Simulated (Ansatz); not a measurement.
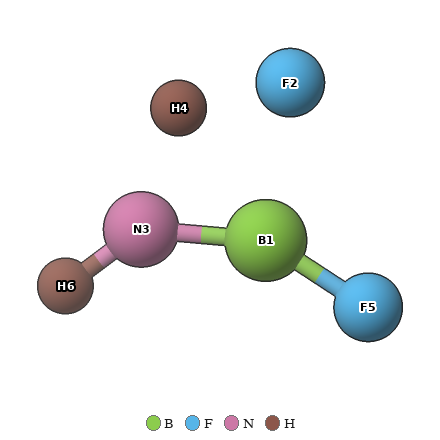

The system is the reacting system BF₂H₂N (fragments BF₂H₂N where the first distance is long, BFHN + FH where the second is long); the picture shows the reference structure. The first coordinate is: distance F2–H4 (bond that forms); the second: distance B1–F2 (bond that breaks). Relaxed at each point: all other coordinates. Grid: 13 × 13 points. Points are written as (first, second). All energies are given in kJ/mol relative to a guessed transition structure relaxed with its forming and breaking bonds held. The reference is spin-restricted, so regions where a bond is pulled apart into radicals lie too high. These are results of RKS BHLYP-D4/def2-SVP (Ansatz), not measurements.

Its coordinates:

```xyz
6

B    -0.5006    0.1227   -0.3087
F    -0.1377    1.2344    0.8999
N     0.5566   -0.6293   -0.0610
H     0.6841    0.3480    0.8449
F    -1.5757    0.3916   -0.9674
H     0.9733   -1.4674   -0.4076
```

Range: distance F2–H4 (bond that forms) from 0.819 to 2.619 Å; distance B1–F2 (bond that breaks) from 1.296 to 2.496 Å.

What will the energy surface look like?

The lowest grid point is at (2.619 Å, 1.296 Å), −345 kJ/mol from a guessed transition structure relaxed with its forming and breaking bonds held. It lies on the edge of the grid, but the force there points inwards, so the minimum lies inside the range. The highest grid point, (0.819 Å, 1.296 Å), lies 570 kJ/mol above the lowest. On the interpolated surface the lowest path from the side where the first distance is long, about (2.62 Å, 1.31 Å), to the side where the second distance is long, about (0.92 Å, 2.50 Å), has its top at about (1.00 Å, 1.82 Å), about 370 kJ/mol above the start and 21 kJ/mol above the end.

```csv
"second ↓, first →",0.819,0.900,1.011,1.137,1.275,1.422,1.576,1.737,1.903,2.075,2.252,2.433,2.619
2.496,43,4,15,59,103,133,151,163,170,176,180,183,185
2.372,46,7,17,58,95,116,127,133,136,138,139,140,142
2.251,51,11,19,55,84,95,98,98,96,95,94,93,93
2.134,57,16,22,51,68,70,65,58,53,48,44,42,42
2.019,64,22,23,43,48,40,27,14,4,−4,−9,−13,−15
1.908,71,27,24,32,25,6,−15,−33,−47,−58,−66,−71,−74
1.801,79,32,23,19,−2,−31,−59,−82,−100,−114,−124,−131,−134
1.698,87,39,22,5,−29,−68,−103,−131,−153,−170,−182,−189,−193
1.600,99,48,23,−7,−54,−102,−144,−177,−203,−222,−236,−244,−248
1.508,118,63,30,−15,−73,−130,−178,−216,−245,−266,−281,−291,−295
1.424,145,88,44,−13,−82,−147,−201,−243,−275,−298,−314,−324,−328
1.350,183,123,71,1,−78,−150,−209,−254,−289,−314,−331,−341,−345
1.296,225,162,102,23,−63,−140,−203,−251,−287,−313,−331,−342,−345
```

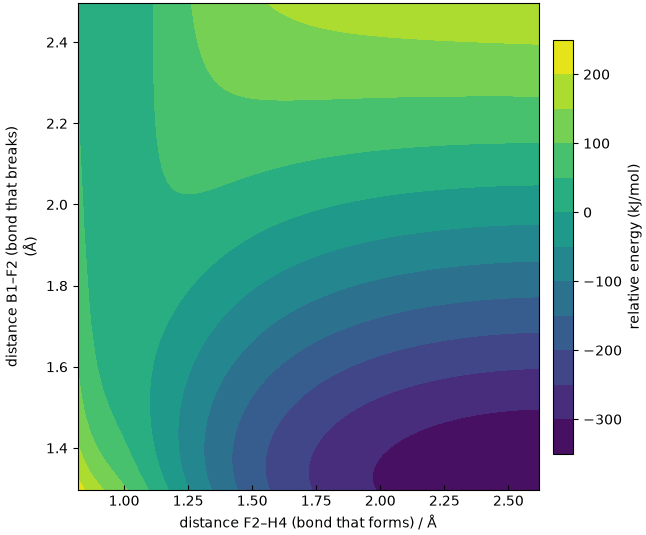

Drawn: filled contours. Between grid points the surface is interpolated.

Time for the 169 points that were run: 19 min on 1 thread of Arm Neoverse V2, on a shared host.
